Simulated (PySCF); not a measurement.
Molecule: Zn(Et)2, C4H10Zn, SMILES [CH2](C)[Zn][CH2]C. Atoms near the plane z = 0.0 Å, at the GFN2-xTB optimised geometry (x, y, z in Å): Zn1 (-0.5, -1.2, 0.0), C2 (1.5, -1.2, 0.0), C3 (2.0, 0.2, -0.2), H4 (2.0, -1.8, -0.8), H5 (1.9, -1.6, 0.9), H6 (1.6, 0.9, 0.6), H8 (3.1, 0.3, -0.2), C9 (-2.4, -0.2, 0.0), C10 (-2.1, 1.3, 0.2), H11 (-3.1, -0.6, 0.8), H12 (-2.9, -0.4, -0.9), H13 (-1.5, 1.7, -0.6), H15 (-3.0, 1.8, 0.2).

Calculation: CAM-B3LYP/def2-TZVP (PySCF). Cells within 0.4 Å of a nucleus heavier than hydrogen are left out (blank, or x). The values are rescaled to run from 0 to 1.

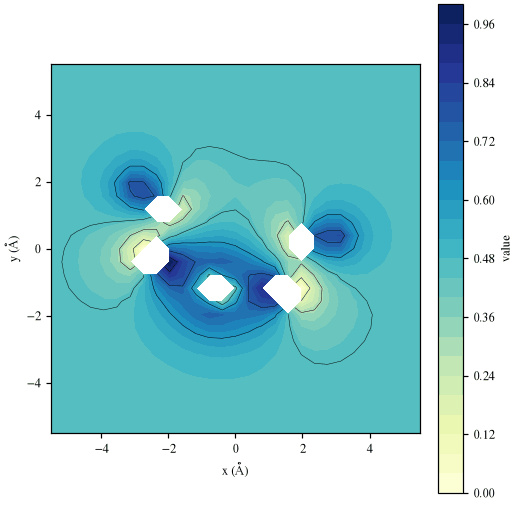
Figure. a field on the plane z = 0.0 Å.

Question: Which quantity is mapped?
A. deformation density (molecule minus spherical neutral atoms)
B. an orbital amplitude
C. electron localisation function
D. electrostatic potential

Answer: B, an orbital amplitude. In full: HOMO−1 amplitude (bohr^(-3/2)).
